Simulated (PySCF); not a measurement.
**Two runs on C3H3F2O**

System: C3H3F2O, charge +1, SMILES [O+]#CCC(F)F.
Method of the first run: GIAO PBE0/STO-3G NMR shielding, non-relativistic, gas phase (PySCF 2.14.0).

The geometry comes from this level: PBE0-D3(BJ)/def2-SVP. Text and figures count atoms from 1; the logs count them from 0 in places.

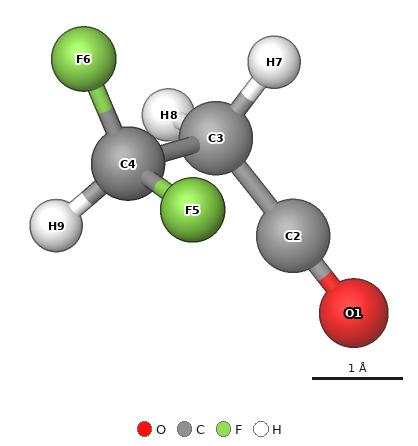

**Figure 1.** The input geometry (ball-and-stick view, seen at a tilt; atoms are numbered from 1 in the order of the input).

### The input, the first run
```
{"job": {"kind": "nmr", "xc": "PBE0", "basis": "STO-3G", "pop": true}, "charge": 1, "multiplicity": 1}
O      2.510623    -0.563302    -0.046908
C      1.521384    -0.046046    -0.059229
C      0.250242     0.589415    -0.059241
C     -0.940318    -0.437924    -0.021423
F     -0.656794    -1.333827     0.923899
F     -2.010779     0.262186     0.301197
H      0.207799     1.202368     0.865209
H      0.197587     1.265944    -0.934051
H     -1.081615    -0.939470    -0.993698
```

The first line tells a small driver script what to run in PySCF; the rest is the geometry in Å.

Hardware: 1 CPU thread, shared host.

### Output (the first run)
```
coarse grid: 8376 points
cycle   1  E = -384.8293619340  dE =  1.571e+00  |g| = 8.655e-01  |ddm| = 4.024e+00
cycle   2  E = -384.3103080180  dE =  5.191e-01  |g| = 1.728e+00  |ddm| = 2.837e+00
cycle   3  E = -385.0561563100  dE = -7.458e-01  |g| = 2.211e-01  |ddm| = 1.797e+00
cycle   4  E = -385.0702577193  dE = -1.410e-02  |g| = 6.486e-02  |ddm| = 3.674e-01
cycle   5  E = -385.0713532791  dE = -1.096e-03  |g| = 1.607e-02  |ddm| = 9.020e-02
cycle   6  E = -385.0714493682  dE = -9.609e-05  |g| = 2.653e-03  |ddm| = 3.122e-02
cycle   7  E = -385.0714517465  dE = -2.378e-06  |g| = 9.173e-04  |ddm| = 5.053e-03
final grid: 84160 points
cycle   8  E = -385.0258779548  dE =  1.954e-05  |g| = 1.150e-02  |ddm| = 1.820e-02
cycle   9  E = -385.0257447740  dE =  1.332e-04  |g| = 2.582e-02  |ddm| = 3.371e-02
cycle  10  E = -385.0259114861  dE = -1.667e-04  |g| = 6.572e-04  |ddm| = 2.330e-02
cycle  11  E = -385.0259116163  dE = -1.302e-07  |g| = 1.071e-04  |ddm| = 9.712e-04
cycle  12  E = -385.0259116197  dE = -3.373e-09  |g| = 2.843e-05  |ddm| = 1.874e-04
cycle  13  E = -385.0259116199  dE = -2.611e-10  |g| = 9.115e-06  |ddm| = 6.133e-05
converged SCF energy = -385.0259116199

GIAO shielding tensors (ppm)
atom      isotropic    diamagn.    paramagn.     s11        s22        s33       span
  0 O       81.201     379.638    -298.436    -44.881    -23.863    312.348    357.229
  1 C      113.717     261.610    -147.893     40.052     48.040    253.058    213.006
  2 C      211.178     246.366     -35.187    187.321    210.744    235.471     48.149
  3 C      144.338     249.274    -104.937    112.764    148.100    172.149     59.384
  4 F      343.443     453.071    -109.629    233.863    359.624    436.841    202.978
  5 F      329.145     450.791    -121.646    215.392    320.322    451.720    236.328
  6 H       27.875      26.955       0.919     22.760     26.403     34.461     11.700
  7 H       28.130      26.750       1.380     22.750     26.181     35.459     12.709
  8 H       26.889      28.141      -1.252     23.051     25.682     31.934      8.883
```

The input of the second run differs as follows (lines with − go, lines with + come):
```diff
-"basis": "STO-3G"
+"basis": "6-31G"
```

What does this change do to the results?

The total energy of the second run is 3223.7 kcal/mol lower, which measures the change of basis and not a stability. The HOMO goes from −11.98 to −15.67 eV. The LUMO goes from −7.08 to −8.84 eV. Of all shieldings, the largest change is that of O1, by −100.1 ppm. The number of SCF iterations is the same. The basis functions go from 33 to 60.

### Output (the second run)
```
coarse grid: 8376 points
cycle   1  E = -389.9693859280  dE =  1.565e+00  |g| = 9.746e-01  |ddm| = 2.987e+00
cycle   2  E = -389.2143588960  dE =  7.550e-01  |g| = 2.264e+00  |ddm| = 2.602e+00
cycle   3  E = -390.1635789598  dE = -9.492e-01  |g| = 3.395e-01  |ddm| = 1.638e+00
cycle   4  E = -390.1847872404  dE = -2.121e-02  |g| = 5.413e-02  |ddm| = 2.669e-01
cycle   5  E = -390.1852716525  dE = -4.844e-04  |g| = 1.770e-02  |ddm| = 4.386e-02
cycle   6  E = -390.1853394349  dE = -6.778e-05  |g| = 3.405e-03  |ddm| = 1.765e-02
cycle   7  E = -390.1853415173  dE = -2.082e-06  |g| = 1.158e-03  |ddm| = 3.202e-03
final grid: 84160 points
cycle   8  E = -390.1631724379  dE =  1.151e-05  |g| = 1.354e-02  |ddm| = 1.647e-02
cycle   9  E = -390.1630122020  dE =  1.602e-04  |g| = 3.218e-02  |ddm| = 2.790e-02
cycle  10  E = -390.1632073376  dE = -1.951e-04  |g| = 2.041e-03  |ddm| = 1.950e-02
cycle  11  E = -390.1632081495  dE = -8.120e-07  |g| = 2.475e-04  |ddm| = 1.674e-03
cycle  12  E = -390.1632081602  dE = -1.068e-08  |g| = 5.456e-05  |ddm| = 2.637e-04
cycle  13  E = -390.1632081607  dE = -4.540e-10  |g| = 2.423e-05  |ddm| = 7.640e-05
converged SCF energy = -390.1632081607

GIAO shielding tensors (ppm)
atom      isotropic    diamagn.    paramagn.     s11        s22        s33       span
  0 O      -18.922     392.760    -411.682   -207.146   -197.037    347.417    554.562
  1 C       50.667     266.375    -215.708    -63.510    -57.548    273.059    336.569
  2 C      174.600     251.892     -77.292    144.091    175.420    204.288     60.197
  3 C       88.807     236.819    -148.012     68.996     89.535    107.890     38.894
  4 F      278.936     471.691    -192.755    186.620    305.664    344.524    157.904
  5 F      277.734     468.233    -190.499    209.854    281.152    342.198    132.344
  6 H       27.788      26.048       1.740     23.789     26.954     32.621      8.832
  7 H       28.191      25.680       2.510     23.584     26.716     34.273     10.689
  8 H       25.453      25.278       0.175     22.796     23.848     29.716      6.919
```

### The two runs side by side

| quantity | the first run | the second run |
| --- | --- | --- |
| outcome | converged | converged |
| total energy (hartree) | −385.025912 | −390.163208 |
| HOMO (eV) | −11.98 | −15.67 |
| LUMO (eV) | −7.08 | −8.84 |
| shielding of O1 (ppm) | 81.2 | −18.9 |
| shielding of C2 (ppm) | 113.7 | 50.7 |
| shielding of C3 (ppm) | 211.2 | 174.6 |
| shielding of C4 (ppm) | 144.3 | 88.8 |
| shielding of F5 (ppm) | 343.4 | 278.9 |
| shielding of F6 (ppm) | 329.1 | 277.7 |
| shielding of H9 (ppm) | 26.9 | 25.5 |
| SCF iterations | 13 | 13 |
| basis functions | 33 | 60 |
| wall time (shared host) | 1.7 s | 3.3 s |
